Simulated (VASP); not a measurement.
Band structure of TlPb (space group R-3m). These are PBEsol GGA, VASP's PBE PAW potentials (set 64) (plane waves; VASP) values and carry that method's errors.

Unless said otherwise, spin-orbit coupling is left out, though it shifts the bands of the heavy elements here.

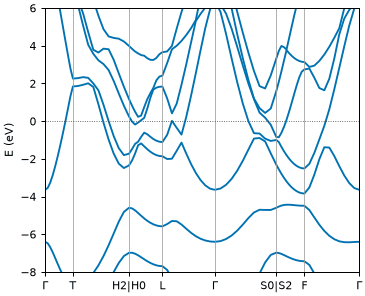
Bands along high-symmetry lines, zero at the valence-band maximum or, without a gap, the Fermi level

Read the plot: is there a gap, and where are the band edges?

It has no gap at this level: it comes out as a metal or semimetal. (Edges off the drawn lines would not show.)

The structure comes from a computed database's TlPb entry (R-3m); how it stands against other phases isn't given here. It was relaxed first. The electron count is odd and the run is not spin-polarised, which forces a metal.
